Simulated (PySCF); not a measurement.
# C₂H₅BS₂: NMR shifts at several levels of theory

Aim: compute the NMR shifts of C₂H₅BS₂ (`B1SCCS1`) at several levels, and see how far they spread and what each costs.

The runs use PySCF 2.14.0, with density-fitted response routines of our own; the level of theory stands in each step. All values are computed, except where a source is named. Atoms count from 0, in the outputs and in this text.

### 1 The starting structure

10 atoms, charge 0, multiplicity 1; geometry from: PBE0-D3(BJ)/def2-SVP.

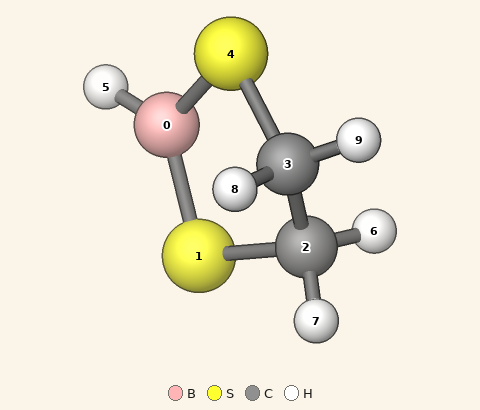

As it starts; boron pink, sulfur yellow, carbon grey, hydrogen white, atoms numbered.

### 2 Shielding tensors: PBE0/pcSseg-2

The job: settings as JSON, then the geometry in Å.

```
{"job": {"kind": "nmr", "xc": "PBE0", "basis": "pcSseg-2", "pop": false}, "charge": 0, "multiplicity": 1}
B      1.714353     0.400072    -0.008454
S      0.858264    -0.785766    -1.034534
C     -0.741617    -0.643236    -0.150512
C     -0.900917     0.752606     0.413226
S      0.689114     1.331023     1.119688
H      2.902488     0.560361    -0.071984
H     -0.743317    -1.398436     0.650881
H     -1.550004    -0.885242    -0.855272
H     -1.192301     1.468142    -0.371107
H     -1.662173     0.779739     1.206921
```

Level: GIAO PBE0/pcSseg-2 NMR shielding, non-relativistic, gas phase.

Started as:

```
OMP_NUM_THREADS=1 python probes_run.py task.json out
```

One launch serves the whole session: the jobs run in the order shown.

The log of the run:

```text
coarse grid: 9608 points
cycle   1  E = -900.1565823207  dE =  5.272e-01  |g| = 2.173e-01  |ddm| = 2.322e+00
cycle   2  E = -900.1621448960  dE = -5.563e-03  |g| = 1.706e-01  |ddm| = 5.101e-01
cycle   3  E = -900.1701551170  dE = -8.010e-03  |g| = 5.432e-02  |ddm| = 2.762e-01
cycle   4  E = -900.1708322284  dE = -6.771e-04  |g| = 1.935e-02  |ddm| = 6.769e-02
cycle   5  E = -900.1709264229  dE = -9.419e-05  |g| = 4.051e-03  |ddm| = 1.972e-02
cycle   6  E = -900.1709298619  dE = -3.439e-06  |g| = 1.673e-03  |ddm| = 5.396e-03
final grid: 83976 points
cycle   7  E = -900.1836794356  dE = -5.515e-05  |g| = 1.040e-02  |ddm| = 3.373e-02
cycle   8  E = -900.1836497574  dE =  2.968e-05  |g| = 1.499e-02  |ddm| = 1.926e-02
cycle   9  E = -900.1837047973  dE = -5.504e-05  |g| = 9.289e-04  |ddm| = 1.270e-02
cycle  10  E = -900.1837049741  dE = -1.768e-07  |g| = 2.569e-04  |ddm| = 1.111e-03
cycle  11  E = -900.1837049897  dE = -1.556e-08  |g| = 1.122e-04  |ddm| = 3.021e-04
cycle  12  E = -900.1837049930  dE = -3.281e-09  |g| = 2.599e-05  |ddm| = 1.315e-04
cycle  13  E = -900.1837049932  dE = -2.019e-10  |g| = 3.041e-06  |ddm| = 3.213e-05
converged SCF energy = -900.1837049932

GIAO shielding tensors (ppm)
atom      isotropic    diamagn.    paramagn.     s11        s22        s33       span
  0 B       35.662     197.460    -161.797    -13.385     12.293    108.078    121.462
  1 S      397.075    1057.438    -660.363    272.274    383.481    535.468    263.194
  2 C      140.621     245.600    -104.979     98.882    159.196    163.785     64.903
  3 C      140.618     245.209    -104.592     98.919    159.175    163.758     64.839
  4 S      396.601    1057.095    -660.494    271.630    383.050    535.123    263.493
  5 H       24.556      28.953      -4.397     24.006     24.486     25.177      1.170
  6 H       28.298      30.626      -2.328     22.207     27.058     35.629     13.422
  7 H       27.940      29.928      -1.988     22.398     26.390     35.033     12.634
  8 H       28.301      30.257      -1.956     22.212     27.061     35.628     13.416
  9 H       27.927      29.516      -1.590     22.387     26.377     35.015     12.628
```

It took 26 s on 1 thread of Arm Neoverse V1, shared host; peak memory 1 GiB.

Shifts follow as δ = σ(reference) − σ, with reference shieldings (ppm) from runs at the same level and on the same kind of geometry: 1H TMS 31.25, 13C TMS 184.1, 11B BF3·OEt2 99.1, 33S CS2 503. The references are single molecules in the gas phase. Atoms listed in one row are averaged.

| atoms | environment | σ (ppm) | δ (ppm) |
| --- | --- | --- | --- |
| C2, C3 | sp3 CH2 bonded to S | 140.6 | 43.5 |
| H5 | hydrogen on a boron bonded to 2 S, in a 5-membered ring | 24.56 | 6.69 |
| H6, H7, H8, H9 | hydrogen on an sp3 CH2 bonded to S | 28.12 | 3.13 |
| B0 | boron bonded to 2 S, H, in a 5-membered ring | 35.7 | 63.4 |
| S1, S4 | sulfur bonded to C, B, in a 5-membered ring | 397 | 106 |

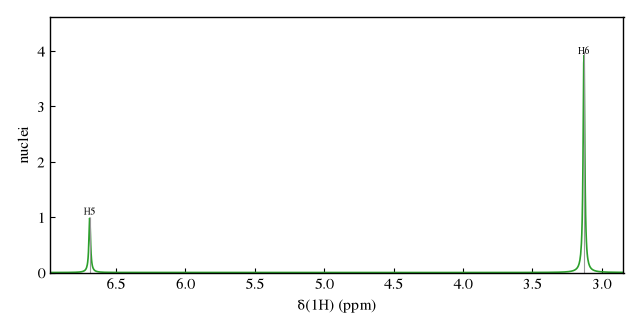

1H lines at the computed shifts, without couplings. Lines are broadened to a width of 0.01 ppm (Lorentzian).

Ring of atoms B0, S1, C2, C3, S4: NICS(0) -6.4, NICS(1) -3.8, NICS(1)zz -3.1 ppm (means of both faces).

### 3 NMR shieldings: mPW1PW91/pcSseg-2

The job, as its differences from that of step 2:

```diff
@@ -1,2 +1,2 @@
-{"job": {"kind": "nmr", "xc": "PBE0", "basis": "pcSseg-2", "pop": false}, "charge": 0, "multiplicity": 1}
+{"job": {"kind": "nmr", "xc": "mPW1PW91", "basis": "pcSseg-2", "pop": false}, "charge": 0, "multiplicity": 1}
 B      1.714353     0.400072    -0.008454
```

With the program's defaults for keys left out, this is: GIAO mPW1PW91/pcSseg-2 NMR shielding, non-relativistic, gas phase.

The log of the run:

```text
coarse grid: 9608 points
cycle   1  E = -900.5826288221  dE =  5.258e-01  |g| = 2.163e-01  |ddm| = 2.314e+00
cycle   2  E = -900.5888021312  dE = -6.173e-03  |g| = 1.696e-01  |ddm| = 5.190e-01
cycle   3  E = -900.5967027922  dE = -7.901e-03  |g| = 5.055e-02  |ddm| = 2.720e-01
cycle   4  E = -900.5972593113  dE = -5.565e-04  |g| = 1.975e-02  |ddm| = 6.503e-02
cycle   5  E = -900.5973583649  dE = -9.905e-05  |g| = 4.150e-03  |ddm| = 2.040e-02
cycle   6  E = -900.5973621606  dE = -3.796e-06  |g| = 1.584e-03  |ddm| = 5.378e-03
final grid: 83976 points
cycle   7  E = -900.6087126909  dE = -5.091e-05  |g| = 7.932e-03  |ddm| = 3.033e-02
cycle   8  E = -900.6086955548  dE =  1.714e-05  |g| = 1.137e-02  |ddm| = 1.473e-02
cycle   9  E = -900.6087272174  dE = -3.166e-05  |g| = 6.793e-04  |ddm| = 9.752e-03
cycle  10  E = -900.6087273053  dE = -8.798e-08  |g| = 2.361e-04  |ddm| = 8.272e-04
cycle  11  E = -900.6087273189  dE = -1.353e-08  |g| = 9.625e-05  |ddm| = 2.795e-04
cycle  12  E = -900.6087273213  dE = -2.460e-09  |g| = 1.971e-05  |ddm| = 1.095e-04
cycle  13  E = -900.6087273214  dE = -1.100e-10  |g| = 2.565e-06  |ddm| = 2.432e-05
converged SCF energy = -900.6087273214

GIAO shielding tensors (ppm)
atom      isotropic    diamagn.    paramagn.     s11        s22        s33       span
  0 B       35.448     197.755    -162.306    -13.547     12.374    107.517    121.063
  1 S      394.334    1057.703    -663.369    270.931    378.851    533.221    262.290
  2 C      139.876     245.803    -105.926     98.094    158.494    163.040     64.946
  3 C      139.872     245.406    -105.534     98.130    158.474    163.013     64.883
  4 S      393.869    1057.352    -663.483    270.298    378.433    532.875    262.577
  5 H       24.635      28.936      -4.302     24.087     24.565     25.252      1.165
  6 H       28.349      30.645      -2.295     22.312     27.110     35.627     13.315
  7 H       28.012      29.941      -1.929     22.494     26.465     35.078     12.583
  8 H       28.352      30.271      -1.919     22.317     27.112     35.626     13.309
  9 H       27.998      29.522      -1.523     22.483     26.452     35.060     12.577
```

Run time: 26 s. Hardware: 1 thread of Arm Neoverse V1, shared host; peak memory 1 GiB.

Key values: δ C2 43.7, B0 63.7, S1 105, H5 6.66, H6 3.11 ppm (means over like atoms).

### 4 Nuclear shieldings: WP04/pcSseg-2

The job, as its differences from that of step 3:

```diff
@@ -1,2 +1,2 @@
-{"job": {"kind": "nmr", "xc": "mPW1PW91", "basis": "pcSseg-2", "pop": false}, "charge": 0, "multiplicity": 1}
+{"job": {"kind": "nmr", "xc": "WP04", "basis": "pcSseg-2", "pop": false}, "charge": 0, "multiplicity": 1}
 B      1.714353     0.400072    -0.008454
```

Level: GIAO WP04/pcSseg-2 NMR shielding, non-relativistic, gas phase.

The log of the run:

```text
coarse grid: 9608 points
cycle   1  E = -911.0345762057  dE =  4.171e-01  |g| = 4.477e-01  |ddm| = 2.281e+00
cycle   2  E = -911.0294804728  dE =  5.096e-03  |g| = 4.677e-01  |ddm| = 9.014e-01
cycle   3  E = -911.0793260341  dE = -4.985e-02  |g| = 1.089e-01  |ddm| = 4.988e-01
cycle   4  E = -911.0819923777  dE = -2.666e-03  |g| = 2.718e-02  |ddm| = 1.273e-01
cycle   5  E = -911.0821577903  dE = -1.654e-04  |g| = 9.400e-03  |ddm| = 2.970e-02
cycle   6  E = -911.0821786724  dE = -2.088e-05  |g| = 2.544e-03  |ddm| = 1.027e-02
cycle   7  E = -911.0821804660  dE = -1.794e-06  |g| = 9.346e-04  |ddm| = 2.807e-03
final grid: 83976 points
cycle   8  E = -911.0991374881  dE = -1.012e-04  |g| = 6.656e-03  |ddm| = 3.877e-02
cycle   9  E = -911.0991193375  dE =  1.815e-05  |g| = 1.065e-02  |ddm| = 1.139e-02
cycle  10  E = -911.0991478308  dE = -2.849e-05  |g| = 8.459e-04  |ddm| = 8.494e-03
cycle  11  E = -911.0991480083  dE = -1.775e-07  |g| = 3.305e-04  |ddm| = 1.391e-03
cycle  12  E = -911.0991480325  dE = -2.422e-08  |g| = 1.852e-04  |ddm| = 4.884e-04
cycle  13  E = -911.0991480422  dE = -9.714e-09  |g| = 2.030e-05  |ddm| = 1.844e-04
cycle  14  E = -911.0991480423  dE = -8.777e-11  |g| = 2.377e-06  |ddm| = 1.626e-05
converged SCF energy = -911.0991480423

GIAO shielding tensors (ppm)
atom      isotropic    diamagn.    paramagn.     s11        s22        s33       span
  0 B       26.559     197.706    -171.148    -24.173      6.576     97.273    121.446
  1 S      358.632    1061.527    -702.894    264.198    321.243    490.456    226.257
  2 C      125.243     245.266    -120.024     82.154    143.916    149.658     67.504
  3 C      125.232     244.806    -119.574     82.177    143.905    149.615     67.438
  4 S      358.270    1061.072    -702.802    263.807    320.863    490.140    226.333
  5 H       25.553      29.627      -4.074     24.821     25.575     26.265      1.444
  6 H       28.688      31.153      -2.465     23.188     27.549     35.327     12.139
  7 H       28.499      30.277      -1.779     23.371     27.025     35.100     11.730
  8 H       28.690      30.702      -2.012     23.193     27.552     35.326     12.133
  9 H       28.485      29.779      -1.294     23.359     27.012     35.085     11.726
```

It took 27 s on 1 thread of Arm Neoverse V1, shared host; peak memory 1 GiB.

This run: δ C2 46.9, B0 67.6, S1 110, H5 6.06, H6 3.02 ppm (means over like atoms).

### 5 Shielding tensors: B97-2/pcSseg-2

The job, as its differences from that of step 4:

```diff
@@ -1,2 +1,2 @@
-{"job": {"kind": "nmr", "xc": "WP04", "basis": "pcSseg-2", "pop": false}, "charge": 0, "multiplicity": 1}
+{"job": {"kind": "nmr", "xc": "B97-2", "basis": "pcSseg-2", "pop": false}, "charge": 0, "multiplicity": 1}
 B      1.714353     0.400072    -0.008454
```

Level: GIAO B97-2/pcSseg-2 NMR shielding, non-relativistic, gas phase.

The log of the run:

```text
coarse grid: 9608 points
cycle   1  E = -900.5831228790  dE =  5.012e-01  |g| = 2.187e-01  |ddm| = 2.316e+00
cycle   2  E = -900.5881040908  dE = -4.981e-03  |g| = 1.932e-01  |ddm| = 5.558e-01
cycle   3  E = -900.5983645704  dE = -1.026e-02  |g| = 4.589e-02  |ddm| = 2.903e-01
cycle   4  E = -900.5987873186  dE = -4.227e-04  |g| = 2.172e-02  |ddm| = 6.487e-02
cycle   5  E = -900.5989078010  dE = -1.205e-04  |g| = 4.078e-03  |ddm| = 2.206e-02
cycle   6  E = -900.5989115833  dE = -3.782e-06  |g| = 1.599e-03  |ddm| = 5.554e-03
final grid: 83976 points
cycle   7  E = -900.6109061310  dE = -7.512e-05  |g| = 4.755e-03  |ddm| = 3.530e-02
cycle   8  E = -900.6109014161  dE =  4.715e-06  |g| = 5.965e-03  |ddm| = 8.532e-03
cycle   9  E = -900.6109106283  dE = -9.212e-06  |g| = 8.864e-04  |ddm| = 6.075e-03
cycle  10  E = -900.6109107709  dE = -1.425e-07  |g| = 1.616e-04  |ddm| = 7.767e-04
cycle  11  E = -900.6109107760  dE = -5.150e-09  |g| = 9.647e-05  |ddm| = 2.453e-04
cycle  12  E = -900.6109107787  dE = -2.662e-09  |g| = 1.325e-05  |ddm| = 1.016e-04
cycle  13  E = -900.6109107787  dE = -4.366e-11  |g| = 3.737e-06  |ddm| = 1.522e-05
converged SCF energy = -900.6109107787

GIAO shielding tensors (ppm)
atom      isotropic    diamagn.    paramagn.     s11        s22        s33       span
  0 B       38.787     197.678    -158.892     -8.434     16.957    107.838    116.272
  1 S      405.283    1058.118    -652.835    291.619    386.156    538.074    246.455
  2 C      139.676     245.884    -106.208     98.474    158.071    162.483     64.010
  3 C      139.671     245.473    -105.801     98.508    158.053    162.453     63.945
  4 S      404.825    1057.738    -652.913    291.034    385.696    537.744    246.711
  5 H       24.798      29.115      -4.316     24.366     24.686     25.343      0.977
  6 H       28.406      30.755      -2.349     22.388     27.182     35.648     13.261
  7 H       28.061      29.959      -1.898     22.579     26.544     35.061     12.482
  8 H       28.408      30.357      -1.949     22.393     27.184     35.648     13.254
  9 H       28.048      29.514      -1.466     22.568     26.531     35.045     12.477
```

Run time: 26 s. Hardware: 1 thread of Arm Neoverse V1, shared host; peak memory 1 GiB.

This run: δ C2 43.8, B0 61.3, S1 102, H5 6.56, H6 3.13 ppm (means over like atoms).

### 6 NMR shieldings: BHandHLYP/pcSseg-2

The job, as its differences from that of step 5:

```diff
@@ -1,2 +1,2 @@
-{"job": {"kind": "nmr", "xc": "B97-2", "basis": "pcSseg-2", "pop": false}, "charge": 0, "multiplicity": 1}
+{"job": {"kind": "nmr", "xc": "BHandHLYP", "basis": "pcSseg-2", "pop": false}, "charge": 0, "multiplicity": 1}
 B      1.714353     0.400072    -0.008454
```

With the program's defaults for keys left out, this is: GIAO BHandHLYP/pcSseg-2 NMR shielding, non-relativistic, gas phase.

The log of the run:

```text
coarse grid: 9608 points
cycle   1  E = -900.4855142192  dE =  6.737e-01  |g| = 2.432e-01  |ddm| = 2.251e+00
cycle   2  E = -900.5020168913  dE = -1.650e-02  |g| = 1.609e-01  |ddm| = 4.732e-01
cycle   3  E = -900.5080449663  dE = -6.028e-03  |g| = 5.794e-02  |ddm| = 2.089e-01
cycle   4  E = -900.5088723859  dE = -8.274e-04  |g| = 1.548e-02  |ddm| = 5.586e-02
cycle   5  E = -900.5089359501  dE = -6.356e-05  |g| = 4.385e-03  |ddm| = 1.899e-02
cycle   6  E = -900.5089406905  dE = -4.740e-06  |g| = 9.052e-04  |ddm| = 4.991e-03
final grid: 83976 points
cycle   7  E = -900.5173760484  dE = -2.480e-05  |g| = 2.442e-03  |ddm| = 1.842e-02
cycle   8  E = -900.5173759465  dE =  1.019e-07  |g| = 2.410e-03  |ddm| = 3.684e-03
cycle   9  E = -900.5173774546  dE = -1.508e-06  |g| = 2.641e-04  |ddm| = 2.156e-03
cycle  10  E = -900.5173774723  dE = -1.770e-08  |g| = 9.444e-05  |ddm| = 3.175e-04
cycle  11  E = -900.5173774742  dE = -1.841e-09  |g| = 1.540e-05  |ddm| = 1.160e-04
cycle  12  E = -900.5173774743  dE = -7.867e-11  |g| = 6.454e-06  |ddm| = 2.673e-05
converged SCF energy = -900.5173774743

GIAO shielding tensors (ppm)
atom      isotropic    diamagn.    paramagn.     s11        s22        s33       span
  0 B       35.908     195.998    -160.090    -13.397     12.647    108.473    121.870
  1 S      414.925    1057.278    -642.353    291.389    399.443    553.943    262.555
  2 C      142.945     242.839     -99.894    104.314    160.929    163.593     59.279
  3 C      142.941     242.372     -99.431    104.344    160.901    163.578     59.234
  4 S      414.487    1056.976    -642.488    290.723    399.095    553.644    262.921
  5 H       24.902      29.136      -4.235     24.538     24.676     25.491      0.952
  6 H       28.615      30.724      -2.109     22.560     27.309     35.977     13.417
  7 H       28.322      30.110      -1.788     22.809     26.631     35.525     12.716
  8 H       28.618      30.371      -1.754     22.566     27.311     35.976     13.410
  9 H       28.308      29.723      -1.415     22.796     26.618     35.509     12.712
```

Run time: 26 s. Hardware: 1 thread of Arm Neoverse V1, shared host; peak memory 1 GiB.

In short: δ C2 41.3, B0 67.7, S1 86, H5 6.55, H6 2.98 ppm (means over like atoms).

### 7 Nuclear shieldings: CAM-B3LYP/pcSseg-2

The job, as its differences from that of step 6:

```diff
@@ -1,2 +1,2 @@
-{"job": {"kind": "nmr", "xc": "BHandHLYP", "basis": "pcSseg-2", "pop": false}, "charge": 0, "multiplicity": 1}
+{"job": {"kind": "nmr", "xc": "CAM-B3LYP", "basis": "pcSseg-2", "pop": false}, "charge": 0, "multiplicity": 1}
 B      1.714353     0.400072    -0.008454
```

With the program's defaults for keys left out, this is: GIAO CAM-B3LYP/pcSseg-2 NMR shielding, non-relativistic, gas phase.

The log of the run:

```text
coarse grid: 9608 points
cycle   1  E = -900.5113741620  dE =  6.458e-01  |g| = 2.403e-01  |ddm| = 2.247e+00
cycle   2  E = -900.5256659612  dE = -1.429e-02  |g| = 1.823e-01  |ddm| = 4.949e-01
cycle   3  E = -900.5332538009  dE = -7.588e-03  |g| = 5.024e-02  |ddm| = 2.045e-01
cycle   4  E = -900.5338268956  dE = -5.731e-04  |g| = 1.596e-02  |ddm| = 5.018e-02
cycle   5  E = -900.5338937838  dE = -6.689e-05  |g| = 5.347e-03  |ddm| = 2.008e-02
cycle   6  E = -900.5339007780  dE = -6.994e-06  |g| = 1.172e-03  |ddm| = 6.506e-03
final grid: 83976 points
cycle   7  E = -900.5465486796  dE = -4.089e-05  |g| = 3.279e-03  |ddm| = 1.983e-02
cycle   8  E = -900.5465481814  dE =  4.982e-07  |g| = 3.436e-03  |ddm| = 4.776e-03
cycle   9  E = -900.5465511730  dE = -2.992e-06  |g| = 3.255e-04  |ddm| = 2.804e-03
cycle  10  E = -900.5465511984  dE = -2.539e-08  |g| = 1.251e-04  |ddm| = 3.912e-04
cycle  11  E = -900.5465512012  dE = -2.811e-09  |g| = 2.086e-05  |ddm| = 1.395e-04
cycle  12  E = -900.5465512013  dE = -1.471e-10  |g| = 9.116e-06  |ddm| = 3.723e-05
converged SCF energy = -900.5465512013

GIAO shielding tensors (ppm)
atom      isotropic    diamagn.    paramagn.     s11        s22        s33       span
  0 B       29.637     195.975    -166.338    -23.091      5.630    106.372    129.463
  1 S      388.590    1057.264    -668.674    263.647    373.181    528.943    265.296
  2 C      140.334     242.482    -102.148    100.252    158.773    161.976     61.724
  3 C      140.330     242.037    -101.707    100.285    158.747    161.958     61.673
  4 S      388.131    1056.974    -668.843    262.965    372.800    528.628    265.664
  5 H       24.660      29.025      -4.365     23.966     24.631     25.383      1.417
  6 H       28.479      30.668      -2.190     22.429     27.293     35.715     13.286
  7 H       28.170      30.206      -2.036     22.721     26.599     35.188     12.467
  8 H       28.481      30.340      -1.859     22.435     27.295     35.714     13.279
  9 H       28.156      29.859      -1.703     22.709     26.586     35.172     12.463
```

It took 36 s on 1 thread of Arm Neoverse V1, shared host; peak memory 1.2 GiB.

This run: δ C2 42.2, B0 68.2, S1 106, H5 6.68, H6 3.02 ppm (means over like atoms).

### 8 Shielding tensors: wB97X-D/pcSseg-2

The job, as its differences from that of step 7:

```diff
@@ -1,2 +1,2 @@
-{"job": {"kind": "nmr", "xc": "CAM-B3LYP", "basis": "pcSseg-2", "pop": false}, "charge": 0, "multiplicity": 1}
+{"job": {"kind": "nmr", "xc": "wB97X-D", "basis": "pcSseg-2", "pop": false}, "charge": 0, "multiplicity": 1}
 B      1.714353     0.400072    -0.008454
```

With the program's defaults for keys left out, this is: GIAO wB97X-D/pcSseg-2 NMR shielding, non-relativistic, gas phase.

The log of the run:

```text
coarse grid: 9608 points
cycle   1  E = -900.5102568633  dE =  6.872e-01  |g| = 2.748e-01  |ddm| = 2.251e+00
cycle   2  E = -900.5274206387  dE = -1.716e-02  |g| = 2.213e-01  |ddm| = 5.188e-01
cycle   3  E = -900.5386134336  dE = -1.119e-02  |g| = 4.218e-02  |ddm| = 2.092e-01
cycle   4  E = -900.5391220444  dE = -5.086e-04  |g| = 1.369e-02  |ddm| = 5.534e-02
cycle   5  E = -900.5391830349  dE = -6.099e-05  |g| = 5.640e-03  |ddm| = 2.296e-02
cycle   6  E = -900.5391917249  dE = -8.690e-06  |g| = 1.184e-03  |ddm| = 7.748e-03
final grid: 83976 points
cycle   7  E = -900.5520449192  dE = -2.578e-04  |g| = 6.846e-03  |ddm| = 4.420e-02
cycle   8  E = -900.5520493299  dE = -4.411e-06  |g| = 4.670e-03  |ddm| = 8.474e-03
cycle   9  E = -900.5520535859  dE = -4.256e-06  |g| = 1.104e-03  |ddm| = 4.307e-03
cycle  10  E = -900.5520539437  dE = -3.577e-07  |g| = 3.626e-04  |ddm| = 1.115e-03
cycle  11  E = -900.5520539844  dE = -4.072e-08  |g| = 7.256e-05  |ddm| = 5.352e-04
cycle  12  E = -900.5520539879  dE = -3.537e-09  |g| = 2.299e-05  |ddm| = 1.861e-04
cycle  13  E = -900.5520539883  dE = -4.179e-10  |g| = 6.215e-06  |ddm| = 7.578e-05
converged SCF energy = -900.5520539883

GIAO shielding tensors (ppm)
atom      isotropic    diamagn.    paramagn.     s11        s22        s33       span
  0 B       35.229     197.648    -162.420    -14.867     11.946    108.607    123.474
  1 S      404.672    1057.794    -653.122    283.506    384.961    545.548    262.042
  2 C      142.048     245.238    -103.191    101.478    160.676    163.989     62.510
  3 C      142.032     244.711    -102.679    101.496    160.641    163.958     62.462
  4 S      404.227    1057.449    -653.222    282.855    384.610    545.216    262.361
  5 H       24.671      28.965      -4.294     24.148     24.571     25.296      1.148
  6 H       28.488      30.671      -2.183     22.479     27.228     35.757     13.277
  7 H       28.202      30.015      -1.813     22.669     26.595     35.342     12.673
  8 H       28.491      30.289      -1.798     22.486     27.231     35.755     13.270
  9 H       28.187      29.592      -1.404     22.657     26.581     35.323     12.666
```

Wall time 35 s (1 thread of Arm Neoverse V1, shared host); peak memory 1.1 GiB.

Key values: δ C2 42.4, B0 64.7, S1 95, H5 6.68, H6 3.01 ppm (means over like atoms).

[end of part 1 of 2]
